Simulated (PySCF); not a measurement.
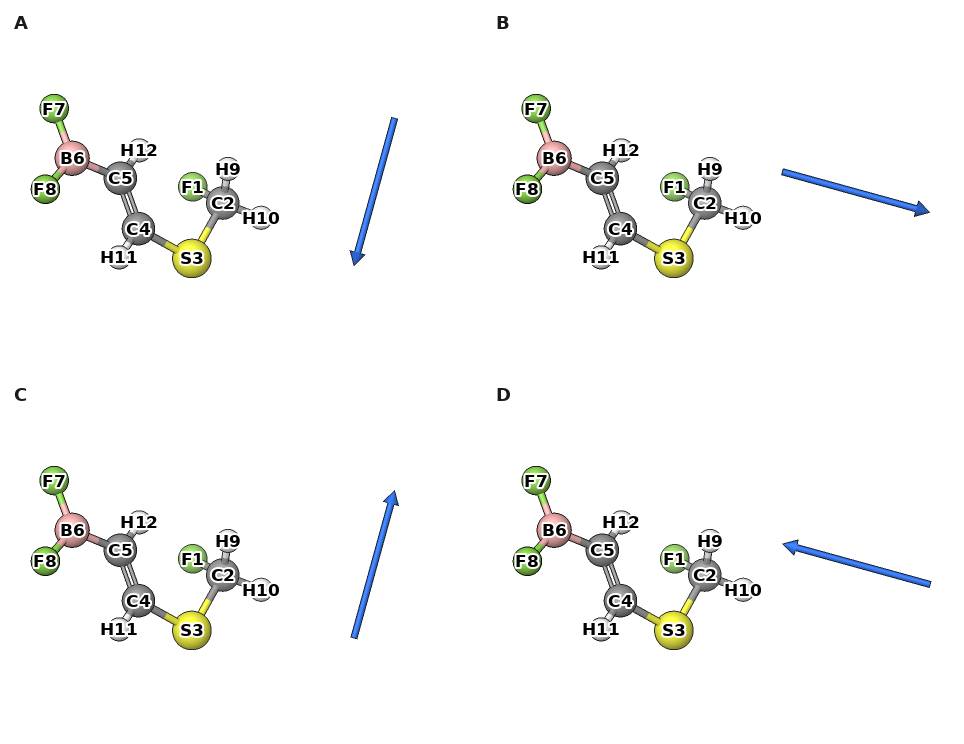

The same molecule four times, each with an arrow. The geometry was computed by an optimisation with GFN2-xTB. No frequency run is at hand to confirm it as a minimum. Level of theory: CAM-B3LYP/def2-SVPD, gas phase (PySCF 2.14.0).

### Which arrow points along the dipole moment, from the negative to the positive end?

B. The dipole moment is 2.94 D; it points from the side of F7 to the side of H10 (the outermost atoms at the two ends).

The geometry is semi-empirical. Around B such bond lengths and angles can be off by a tenth of an ångström or more and by several degrees, and values that hang on the shape move with them.
